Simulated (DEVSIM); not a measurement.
System: Cr/Al2O3/n-Ge capacitor, at 300 K.

```csv
layer (left to right),material,thickness (nm),Nd (cm⁻³)
1,Al2O3,12.0,-
2,Ge,960,3.8e17
```

Metal gate on the left, work function 4.5 eV. Fixed charge at the semiconductor interface 0 cm⁻² (in units of +e); no interface traps.

Constants are typed, rounded textbook-type inputs, not results; the design itself was drawn at random and stands for no fabricated device. Values at 300 K.

| parameter | Al2O3 | Ge |
|---|---|---|
| gap (eV) | 6.8 | 0.664 |
| affinity (eV) | 1.35 | 4 |
| permittivity | 9 | 16 |
| Nc (cm⁻³) | - | 1.04e19 |
| Nv (cm⁻³) | - | 6e18 |

Model (solved in DEVSIM): 1D Poisson equation in equilibrium, Boltzmann statistics, complete ionisation; no quantum confinement or tunnelling. Metal contacts follow the ideal Schottky-Mott rule: no Fermi-level pinning, no interface dipoles.

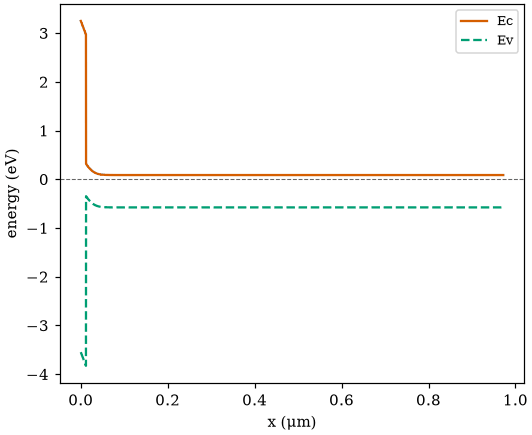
*Band edges at -0.1 V on the gate*

Energies count from the Fermi level of the right contact; mesh points crowd at the junctions.

```tsv
x (μm)	Ec (eV)	Ev (eV)	n (cm⁻³)	p (cm⁻³)	field (V/cm)
0.000	3.250	-3.550	< 1e2	< 1e2	-240000
0.001118	3.224	-3.576	< 1e2	< 1e2	-240000
0.003097	3.177	-3.623	< 1e2	< 1e2	-240000
0.006395	3.099	-3.701	< 1e2	< 1e2	-240000
0.01007	3.012	-3.788	< 1e2	< 1e2	-240000
0.01154	2.978	-3.822	< 1e2	< 1e2	-240000
0.01247	0.310	-0.354	6.3e13	6.9e12	-130000
0.01504	0.278	-0.386	2.2e14	2.0e12	-120000
0.01939	0.230	-0.434	1.4e15	3.1e11	-100000
0.02824	0.157	-0.507	2.4e16	1.8e10	-64000
0.04623	0.096	-0.568	2.5e17	1.7e9	-13000
0.09904	0.086	-0.578	3.8e17	1.2e9	-16
0.1903	0.086	-0.578	3.8e17	1.2e9	≈ 0
0.3759	0.086	-0.578	3.8e17	1.2e9	≈ 0
0.7201	0.086	-0.578	3.8e17	1.2e9	≈ 0
0.8488	0.086	-0.578	3.8e17	1.2e9	≈ 0
0.9120	0.086	-0.578	3.8e17	1.2e9	≈ 0
0.9431	0.086	-0.578	3.8e17	1.2e9	≈ 0
0.9611	0.086	-0.578	3.8e17	1.2e9	≈ 0
0.9672	0.086	-0.578	3.8e17	1.2e9	≈ 0
0.9702	0.086	-0.578	3.8e17	1.2e9	≈ 0
0.9720	0.086	-0.578	3.8e17	1.2e9	≈ 0
```
